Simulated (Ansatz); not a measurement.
**UPBE/STO-3G run of BH2F− (SMILES [BH2-]F)**

Aim: the energy change on altering one bond length of BH2F− at UPBE/STO-3G, from 2 runs. 

The results are computed with Ansatz 0.2.0.

1 further run of the same task is left out (it didn't finish).

### Step 1. The molecule

BH2F−: 4 atoms, total charge -1, spin state doublet. SMILES: `[BH2-]F`. The coordinates come from a GFN2-xTB relaxation.

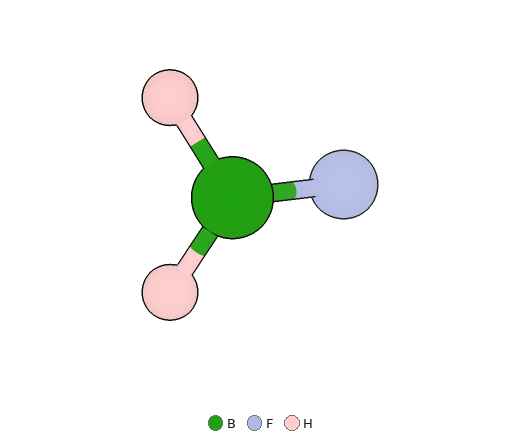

Viewed from a chosen angle; boron green, fluorine light blue, hydrogen pink.

### Step 2. A single-point energy at UPBE/STO-3G

Contents of run.yaml:

```yaml
crystal:
  periodic: [false, false, false]
  atoms:
    - {symbol: B, position_ang: [-0.086340, 0.304430, 0.102380]}
    - {symbol: F, position_ang: [1.031910, -0.468820, 0.732960]}
    - {symbol: H, position_ang: [-1.140340, -0.333670, 0.256190]}
    - {symbol: H, position_ang: [0.194760, 0.498060, -1.091520]}
basis:
  gaussian:
    orbitals: STO-3G
total_charge: -1
magnetization:
  spin_polarized: true
  initial_magnetization: 1
hamiltonian:
  xc: pbe
accuracy: high
```

On the command line:

```console
$ ansatz run run.yaml --threads 1 --pin off --max-ram 2610MiB --events-out events.jsonl --progress --plain --runs-dir runs
```

The log of the run:

```text
Warning: RAYON_NUM_THREADS=1 ignored (pool sized by the plan → 1); use --threads N
Functional definition: PBE
  name "PBE"
  parameter kappa = 0.804
  parameter beta = 0.06672455060314922
  exchange = pbe_x(kappa = kappa, mu = beta*pi^2/3)
  correlation = pbe_c(beta = beta)
188 factors; integrals over basis functions are off by at most 3.7e-8 eV
mean field evaluation 1: about -3347.9271 eV, gradient 5.4e1 eV
mean field evaluation 2: about -3357.1556 eV, gradient 2.8e1 eV
mean field evaluation 4: about -3368.4764 eV, gradient 2.1e0 eV
mean field evaluation 8: about -3368.4639 eV, gradient 4.1e-2 eV
mean field evaluation 16: about -3368.4640 eV, gradient 7.1e-8 eV
mean field -3368.46395809 eV, -123.7887672328 hartree, gradient 8.3e-9 eV, S^2 0.751162; 0 other end points of the search recorded, 0 dependent functions left out
reference -3368.46395945 eV, -123.7887672830 hartree; 9, 8 occupied and 3, 4 virtual orbitals, 188 factors
Total energy: -3368.46395945 eV, -123.7887672830 hartree
```

It took 0.87 s on 1 thread of AMD EPYC 7R43 (Zen 3), shared host; peak memory 0.12 GiB.

### Step 3. The distorted shape, same level

Contents of molecule.yaml:

```yaml
crystal:
  periodic: [false, false, false]
  atoms:
    - {symbol: B, position_ang: [-0.156622, 0.256018, 0.400884]}
    - {symbol: F, position_ang: [0.961628, -0.517232, 1.031464]}
    - {symbol: H, position_ang: [-1.210622, -0.382082, 0.554694]}
    - {symbol: H, position_ang: [0.194760, 0.498060, -1.091520]}
basis:
  gaussian:
    orbitals: STO-3G
total_charge: -1
magnetization:
  spin_polarized: true
  initial_magnetization: 1
hamiltonian:
  xc: pbe
accuracy: high
```

On the command line:

```console
$ ansatz run molecule.yaml --threads 1 --pin off --max-ram 2610MiB --events-out events.jsonl --progress --plain --runs-dir runs
```

The log of the run, cut to the lines that bear on the results:

```text
Warning: RAYON_NUM_THREADS=1 ignored (pool sized by the plan → 1); use --threads N
[... 6 set-up lines as earlier in the session ...]
187 factors; integrals over basis functions are off by at most 4.0e-8 eV
mean field evaluation 1: about -3332.3591 eV, gradient 8.0e1 eV
mean field evaluation 2: about -3350.1494 eV, gradient 3.0e1 eV
mean field evaluation 4: about -3366.4005 eV, gradient 1.4e1 eV
mean field evaluation 8: about -3367.7025 eV, gradient 1.8e-1 eV
mean field evaluation 16: about -3367.7029 eV, gradient 1.5e-6 eV
mean field -3367.70285596 eV, -123.7607972456 hartree, gradient 3.9e-8 eV, S^2 0.751256; 0 other end points of the search recorded, 0 dependent functions left out
reference -3367.70285737 eV, -123.7607972972 hartree; 9, 8 occupied and 3, 4 virtual orbitals, 187 factors
Total energy: -3367.70285737 eV, -123.7607972972 hartree
```

It took 0.93 s on 1 thread of AMD EPYC 7R43 (Zen 3), shared host; peak memory 0.11 GiB.

### Step 4. Outcome

At UPBE/STO-3G:

```
                                                         quantity          value
                                        first shape: total energy  -123.78877 Eh
                                                first shape: ⟨S²⟩          0.751
                                    distorted shape: total energy  -123.76080 Eh
                                            distorted shape: ⟨S²⟩          0.751
energy change with the B1–H4 bond stretched from 1.242 to 1.552 Å       0.761 eV
```

With the B1–H4 bond stretched from 1.242 to 1.552 Å the energy rises by 0.76 eV (73.4 kJ/mol). The first shape isn't relaxed at this level, so the change isn't measured from a minimum. The minimal basis adds a large error of its own.
